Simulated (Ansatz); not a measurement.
**Cu2O: carrier doping**

The reference is Cu2O (space group Pn-3m, No. 224; a = 4.299 Å).

Carriers are added at fixed cell with a uniform background; the Fermi–Dirac width is that of 300 K.

Level of theory: Kohn–Sham DFT with the PBE functional, run in Ansatz (a quantum-chemistry and plane-wave program) with PAW and 420 eV plane waves, spin-orbit coupling left out, earlier PAW set.

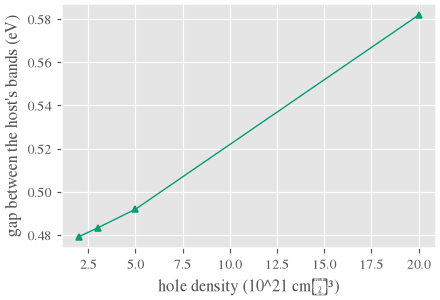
Figure: Gap between the host's bands against hole density

Problem. From the plot, what is the gap between the host's bands for holes 3.0×10^21 cm⁻³?

Solution. About 0.48 eV.

Problem. Is the trend monotonic over the range shown?

Solution. Yes, it rises throughout, spanning 0.48 eV to 0.58 eV.

Charged cell with a jellium background: band edges are those of the host's band count, energies are not comparable with the neutral cell, and many-body gap narrowing is missing. No phonon test of stability was made. No Hubbard U is applied. The final runs are not spin-polarised.
